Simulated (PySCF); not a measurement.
# C$_{4}$H$_{4}$N$_{3}$, charge −1, SMILES `C=Cc1cnn[n-]1`: electronic structure

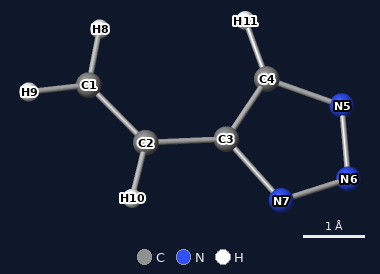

The molecule, with its atoms numbered as below. No frequency check shows the geometry to be a minimum.

Cartesian coordinates (Å):

```
C1       2.6083   -0.3198    0.0000
C2       1.5851    0.5375    0.0000
C3       0.1972    0.1926    0.0000
C4      -0.4575   -1.0495    0.0000
N5      -1.7692   -0.8212    0.0000
N6      -1.9315    0.5007    0.0000
N7      -0.7886    1.1279    0.0000
H8       2.4561   -1.3874    0.0000
H9       3.6364    0.0138    0.0000
H10      1.7840    1.6056    0.0000
H11     -0.0501   -2.0483    0.0000
```

## 1. Localised orbitals

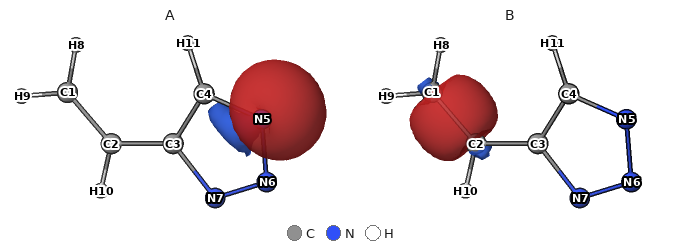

Pipek–Mezey orbitals, occupied; each surface holds about 80 % of the orbital's density. Energies are diagonal elements of the Fock matrix.

Method: BP86/6-31G*; geometry: GFN2-xTB; program: PySCF. The basis has no diffuse functions, which an anion needs.

> What does each orbital represent in a Lewis picture?

By panel:
- A: lone pair on N5 (sp1.3-type) (N5 97 %; −2.9 eV)
- B: σ bond C2–C1 (C2 50 %, C1 50 %; −10.5 eV)

## 2. Magnetic shielding

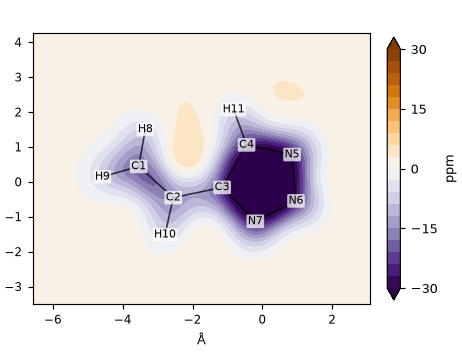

NICSzz (the component normal to the ring) 1.0 Å above the plane of the 5-membered ring C3/C4/N5/N6/N7; GIAO shieldings; atoms are projected onto the map; negative values mean shielding.

Level of theory: BP86/6-311G** (PySCF), at a geometry from GFN2-xTB. The basis has no diffuse functions, which an anion needs.

> What does the map say about the ring?

It is strongly diatropic (aromatic): NICS(0) = −10.0, NICS(1) = −12.7, NICS(1)zz = −31.9 ppm.

## 3. The π system

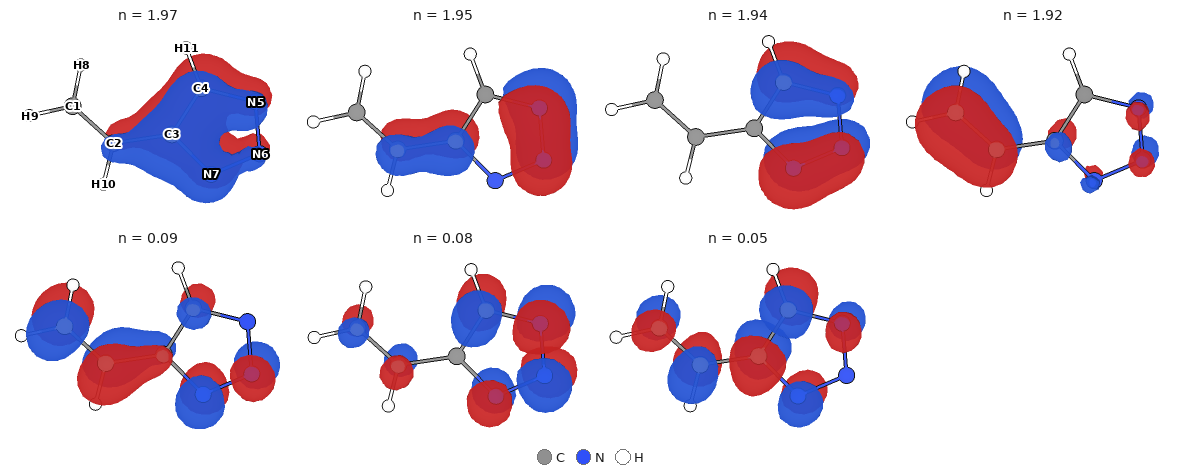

Natural orbitals of the π active space, CASSCF(8,7), singlet state, in order of falling occupation.

PySCF calculation, def2-SVP basis, gas phase; geometry: GFN2-xTB. The basis has no diffuse functions, which an anion needs.

> How multiconfigurational is the state?

The leading determinant weighs 0.90; the effective number of unpaired electrons, Σ n²(2−n)², is 0.11; the most occupied of the weakly occupied orbitals holds 0.09 e, as in an ordinary closed-shell π system. The active space lowers the energy by 2.30 eV against Hartree–Fock.

> Where does the lowest triplet lie relative to the singlet, at this geometry and within this active space?

3.58 eV above it by strongly contracted NEVPT2 (+3.69 eV by CASSCF); a small basis tends to put such gaps a few tenths of an eV too high. This is a vertical energy for π states alone; a state that uses lone pairs or σ orbitals may lie lower.
